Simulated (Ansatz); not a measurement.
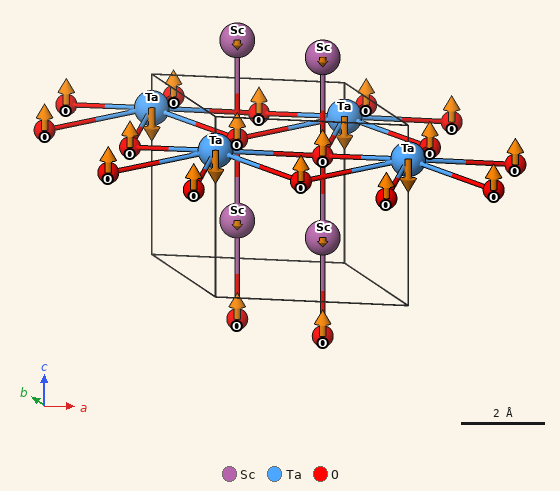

This is a relaxation of crystalline Sc$_{2}$TaO$_{2}$ (a generated structure, set up in P6mm) (coarse preliminary run). The starting structure is drawn; orange arrows show the displacements (the part carried along by the change of the cell is left out), 5 times their true length.

A ball-and-stick model of the cell of the calculation, seen slightly off an axis.

Theory: Ansatz 0.2.0, DFT PBE, scalar-relativistic, plane waves, PAW. (plane-wave cutoff 420 eV; k-point mesh 6 × 6 × 4; occupations gaussian; smearing width 0.1 eV; no spin polarisation; cell and atoms relaxed; force threshold 0.04 eV/Å; at most 70 steps)

Question: What did the optimiser do to the structure, and how much energy did it gain?

Answer: The Ta atom moves most relative to the cell: 0.17 Å along −c. By element the largest moves are Ta 0.17 Å, O 0.13 Å, Sc 0.05 Å. The volume changes by −17.8 %, with a = b 4.743 → 4.566 Å (−3.7 %), c 4.476 → 3.968 Å (−11.3 %). Some distances before and after: O–Sc 2.445 → 1.984 Å, Sc–Ta 3.623 → 3.299 Å, Sc–Ta 3.453 → 3.299 Å, O–Ta 2.760 → 2.636 Å. Bond angles that change, for instance: O–Ta–O 165.8° → 180.0°, Sc–O–Ta 82.9° → 90.0°, Sc–O–Ta 97.1° → 90.0°. The space group (tolerance 0.01 Å) goes from P6mm (No. 183) to P6/mmm (No. 191). The energy falls by 2.062 eV per cell of the calculation in 5 accepted moves (6 points after the start). Largest force component: 0.95 eV/Å at the start, 0.00037 eV/Å at the end. The pressure goes from −17.74 to −0.32 GPa. At 1 point the geometry stayed and the basis and grid were re-selected for the new cell (energy shift of 12.0 meV per cell of the calculation at most each time).
